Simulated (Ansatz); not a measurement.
# Si3NH9 (SMILES [SiH3]N([SiH3])[SiH3]) at BCCD(T)/6-31G(d) (spherical functions)

What is the energy change on altering one bond length of Si3NH9 at BCCD(T)/6-31G* (spherical functions)? 

Program for the calculation: Ansatz 0.2.0.

59 further runs of the same task are left out: 59 set aside as unsound or not needed.

### Step 1. The system as given

The species is Si3NH9 (13 atoms), meant as a singlet with charge 0. SMILES: `[SiH3]N([SiH3])[SiH3]`. The coordinates come from a PBE0-D4/def2-TZVP relaxation.

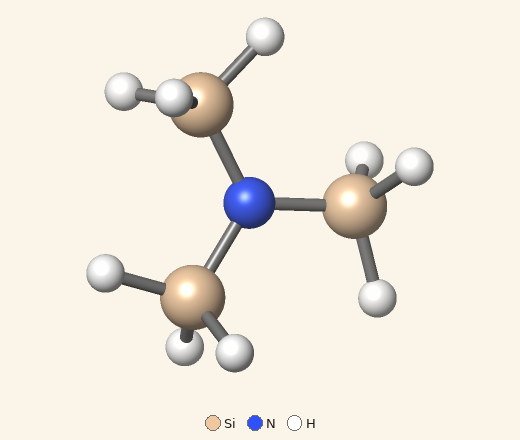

Viewed from a chosen angle; silicon light orange, nitrogen blue, hydrogen white.

### Step 2. The energy at BCCD(T)/6-31G(d) (spherical functions)

The input, run.yaml:

```yaml
crystal:
  periodic: [false, false, false]
  atoms:
    - {symbol: Si, position_ang: [-0.519450, 1.440730, -0.815850]}
    - {symbol: "N", position_ang: [-0.000690, -0.000090, 0.000350]}
    - {symbol: Si, position_ang: [0.784860, 0.112060, 1.543580]}
    - {symbol: Si, position_ang: [-0.265590, -1.552910, -0.727470]}
    - {symbol: H, position_ang: [-1.148110, 1.019270, -2.096710]}
    - {symbol: H, position_ang: [-1.512750, 2.195720, -0.007190]}
    - {symbol: H, position_ang: [0.625850, 2.343510, -1.105390]}
    - {symbol: H, position_ang: [0.020170, -0.607680, 2.596110]}
    - {symbol: H, position_ang: [2.158120, -0.455830, 1.496860]}
    - {symbol: H, position_ang: [0.862760, 1.555850, 1.894200]}
    - {symbol: H, position_ang: [-1.713780, -1.813530, -0.940290]}
    - {symbol: H, position_ang: [0.285610, -2.575110, 0.202450]}
    - {symbol: H, position_ang: [0.422990, -1.661990, -2.040670]}
basis:
  gaussian: {orbitals: 6-31G_st_-spherical.json}
magnetization: {spin_polarized: false, initial_magnetization: 0}
correlation: {method: bccd_t, frozen_orbitals: {H: 0, "N": 1, Si: 5}}
accuracy: high
scf: {omitted_lower_state_checks: [cluster_reference, increment]}
```

The basis set 6-31G* is read from a file made from the Basis Set Exchange's data (not shown).

On the command line:

```
ansatz run run.yaml --threads 1 --pin off --max-ram 3480MiB --events-out events.jsonl --progress --plain --runs-dir runs
```

Output, shortened:

```text
Warning: RAYON_NUM_THREADS=1 ignored (pool sized by the plan → 1); use --threads N
Functional definition: HF
  name "HF"
[...]
2086 factors; integrals over basis functions are off by at most 3.8e-9 eV
[...]
mean field -25210.95999370 eV, -926.4856911661 hartree, gradient 9.2e-9 eV, S^2 0.000000; 0 other end points of the search recorded, 0 dependent functions left out
16 core orbitals not correlated: weight in the atoms' cores, before any rotation towards them, 1.000 or more for the frozen orbitals, at most 0.000 for the correlated occupied ones
reference -25210.95999370 eV, -926.4856911661 hartree; 13, 13 occupied and 57, 57 virtual orbitals, 2086 factors
second order -10.81638049 eV of doubles, -0.00000000 eV of singles
cycle   1  -11.85078361 eV  change    -1.0e0 eV  update   9.6e-2
[...]
cycle  18  -12.40365083 eV  change   -1.7e-9 eV  update   2.6e-9
perturbative correction -0.34676046 eV, -0.0127432120 hartree
Total energy: -25223.71040499 eV, -926.9542601386 hartree
Checks for a lower state left out: cluster_reference, increment
```

Wall time 15 s (1 thread of Arm Neoverse V2, shared host); peak memory 0.57 GiB.

### Step 3. The distorted shape, same level

The input, input.yaml:

```yaml
crystal:
  periodic: [false, false, false]
  atoms:
    - {symbol: Si, position_ang: [-0.205140, 1.651447, -0.175461]}
    - {symbol: N, position_ang: [0.313620, 0.210627, 0.640739]}
    - {symbol: Si, position_ang: [1.099170, 0.322777, 2.183969]}
    - {symbol: Si, position_ang: [0.048720, -1.342193, -0.087081]}
    - {symbol: H, position_ang: [-1.148110, 1.019270, -2.096710]}
    - {symbol: H, position_ang: [-1.198440, 2.406437, 0.633199]}
    - {symbol: H, position_ang: [0.940160, 2.554227, -0.465001]}
    - {symbol: H, position_ang: [0.334480, -0.396963, 3.236499]}
    - {symbol: H, position_ang: [2.472430, -0.245113, 2.137249]}
    - {symbol: H, position_ang: [1.177070, 1.766567, 2.534589]}
    - {symbol: H, position_ang: [-1.399470, -1.602813, -0.299901]}
    - {symbol: H, position_ang: [0.599920, -2.364393, 0.842839]}
    - {symbol: H, position_ang: [0.737300, -1.451273, -1.400281]}
basis:
  gaussian: {orbitals: 6-31G_st_-spherical.json}
correlation: {method: bccd_t, frozen_orbitals: {H: 0, "N": 1, Si: 5}}
accuracy: high
scf: {omitted_lower_state_checks: [cluster_reference, increment]}
```

The basis set 6-31G* is read from a file made from the Basis Set Exchange's data (not shown).

On the command line:

```
ansatz run input.yaml --threads 1 --pin off --max-ram 3480MiB --events-out events.jsonl --progress --plain --runs-dir runs
```

Output, shortened:

```text
Warning: RAYON_NUM_THREADS=1 ignored (pool sized by the plan → 1); use --threads N
[... 2 set-up lines as earlier in the session ...]
[...]
2087 factors; integrals over basis functions are off by at most 3.7e-9 eV
[...]
mean field -25208.67585767 eV, -926.4017507151 hartree, gradient 9.2e-9 eV, S^2 0.000000; 0 other end points of the search recorded, 0 dependent functions left out; unrestricted orbitals would lower it
16 core orbitals not correlated: weight in the atoms' cores, before any rotation towards them, 1.000 or more for the frozen orbitals, at most 0.000 for the correlated occupied ones
reference -25208.67585767 eV, -926.4017507151 hartree; 13, 13 occupied and 57, 57 virtual orbitals, 2087 factors
second order -11.02776479 eV of doubles, -0.00000000 eV of singles
cycle   1  -12.12804995 eV  change    -1.1e0 eV  update   1.1e-1
[...]
cycle  20  -12.79953852 eV  change  -5.0e-10 eV  update   3.1e-9
perturbative correction -0.39196958 eV, -0.0144046165 hartree
Total energy: -25221.86736577 eV, -926.8865296963 hartree
Checks for a lower state left out: cluster_reference, increment
```

Wall time 16 s (1 thread of Arm Neoverse V2, shared host); peak memory 0.57 GiB.

### Step 4. Summary of results

Level: BCCD(T)/6-31G* (spherical functions), 16 core orbitals frozen.

| quantity | value |
| --- | --- |
| first shape: total energy | -926.95426 Eh |
| first shape: correlation energy (16 core orbitals frozen) | -468.6 mEh |
| first shape: (T) correction | -12.74 mEh |
| distorted shape: total energy | -926.88653 Eh |
| distorted shape: correlation energy (16 core orbitals frozen) | -484.8 mEh |
| distorted shape: (T) correction | -14.40 mEh |
| energy change with the Si1–H5 bond stretched from 1.488 to 2.232 Å | 1.843 eV |

**Reading.** With the Si1–H5 bond stretched from 1.488 to 2.232 Å the energy rises by 1.84 eV (178 kJ/mol). The first shape isn't relaxed at this level, so the change isn't measured from a minimum. A restricted reference can't describe the breaking bond well at this length. The triples (first shape) make up 2.7 % of the correlation energy. The restricted solution (distorted shape) is unstable to spin breaking: an unrestricted one lies lower. The triples (distorted shape) make up 3.0 % of the correlation energy.
